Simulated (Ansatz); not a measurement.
F3H2NSi

Input

```
crystal:
  periodic: [false, false, false]
  atoms:
    - { symbol: Si, position_ang: [0.0, 0.0, 0.0] }
    - { symbol: "N", position_ang: [0.0, 0.0, 1.82] }
    - { symbol: H, position_ang: [-0.877, -0.2713, 2.35] }
    - { symbol: H, position_ang: [0.877, 0.2713, 2.35] }
    - { symbol: F, position_ang: [1.4994, 0.0, -0.5295] }
    - { symbol: F, position_ang: [-0.7489, 1.2974, -0.5295] }
    - { symbol: F, position_ang: [-0.7489, -1.2974, -0.5295] }
basis:
  gaussian: { orbitals: def2-SVP }
hamiltonian:
  xc: pbe0
  dispersion: d4
relax:
  f_tol: 0.02
  max_steps: 40
output:
  orbitals: {}
```

Command:

```sh
ansatz run input.yaml --threads 2 --pin off --max-ram 3072MiB --backend cpu --events-out ev --progress --plain --runs-dir out
```

The fields are those of the relaxed geometry.

All numbers below come from RKS PBE0-D4/def2-SVP (Ansatz).

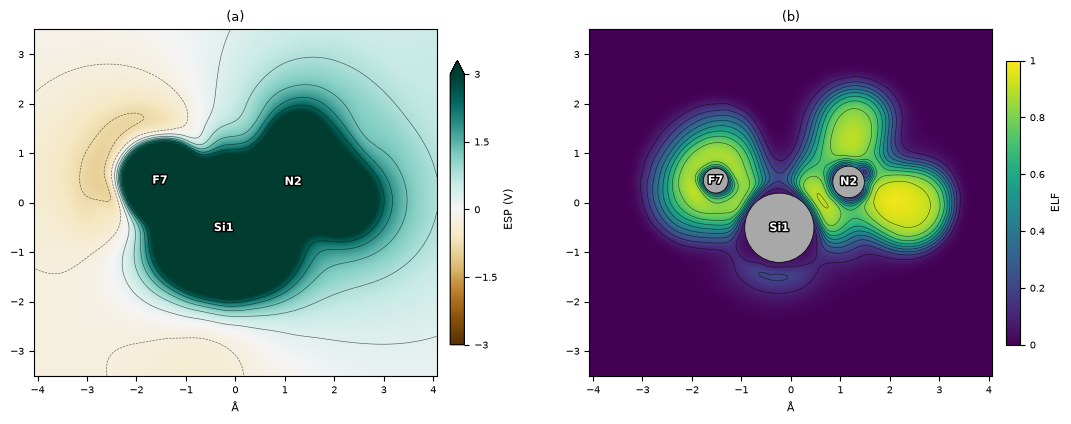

Figure 1. (a) molecular electrostatic potential; (b) ELF on the plane of atoms N2, Si1 and F7. Grey discs cover the atomic cores in the ELF map.

### Read the bonding off the picture.

The section cuts through Si, N and F sites. Si–F (1.60 Å): the ELF peaks at about 0.85 in the valence shell of F, 0.6 Å from its nucleus, and is about 0.45 at the midpoint. Si–N (1.68 Å): the ELF peaks at about 0.90 between the atoms: a shared but strongly polarised pair. The ELF also peaks beside F7, away from the bonds: lone-pair regions. Outside the dense part of the molecule the potential is most negative (−1.0 V) near F5 and F7.

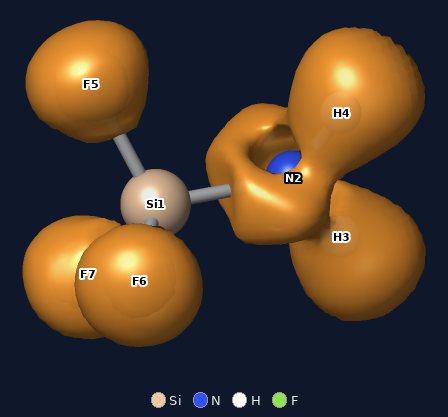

Figure 2. Isosurface of the electron localisation function at 0.8 (orange), seen at a tilt. Core shells and regions of very low density are left out.

### What do the ELF domains correspond to?

At this value the surface marks out three regions wrapped around F (its lone pairs, merged into a ring or cap) and one joined region spread over several atoms (H, N), in which their bonds and any lone pairs are merged.

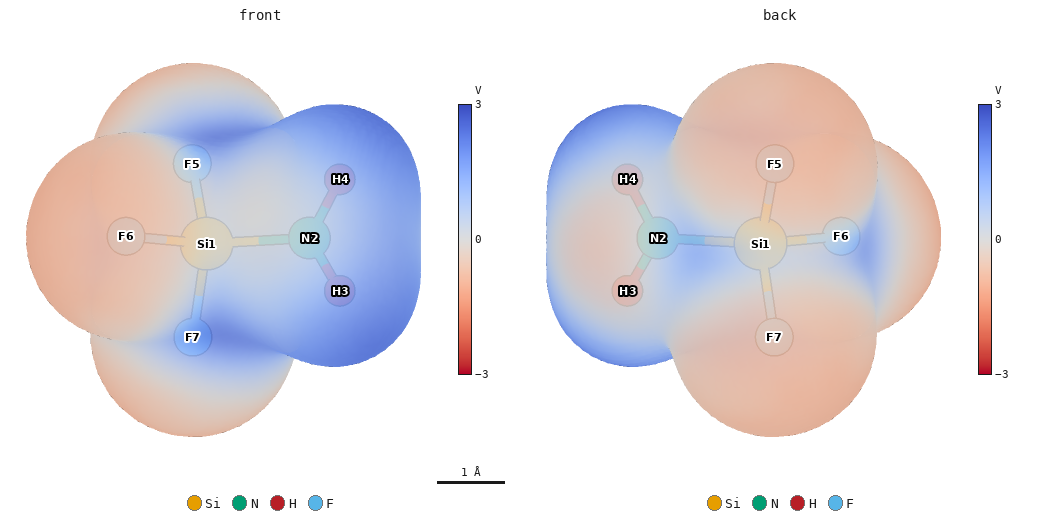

Figure 3. The molecular electrostatic potential painted on the density surface at 0.002 e/bohr³, seen from the front and from behind; the colour scale runs from red (negative) to blue (positive).

### Where is the surface potential most negative and most positive?

The most negative region (about −1.0 V) lies over F6, the most positive (about +2.3 V) over H3 and H4.
